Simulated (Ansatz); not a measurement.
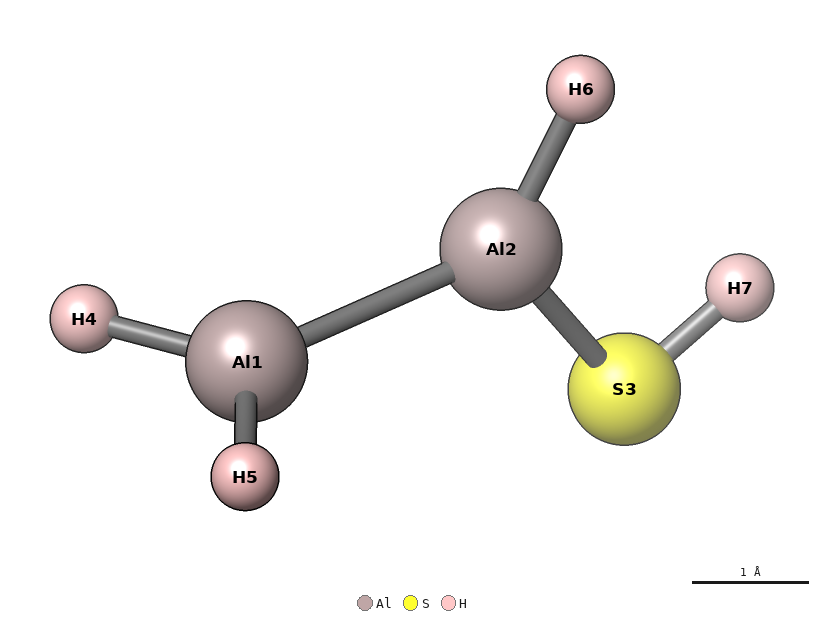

Orthographic view. Distant atoms are faded towards the background colour. The geometry was computed by an optimisation with PBE0-D4/def2-TZVP. No frequency run is at hand to confirm it as a minimum.

Write a Z-matrix (Å, degrees) in the order of the atom numbers, with these reference atoms: 2 to 1; 3 to 2, 1; 4 to 1, 2, 3; 5 to 1, 4, 2; 6 to 2, 3, 1; 7 to 3, 2, 6.

```
Al 
Al   1   2.585
S    2   2.196   1   116.8
H    1   1.593   2   121.4   3   -93.9
H    1   1.593   4   116.9   2   179.9
H    2   1.591   3   115.2   1  -179.8
H    3   1.344   2    95.1   6    -0.3
```
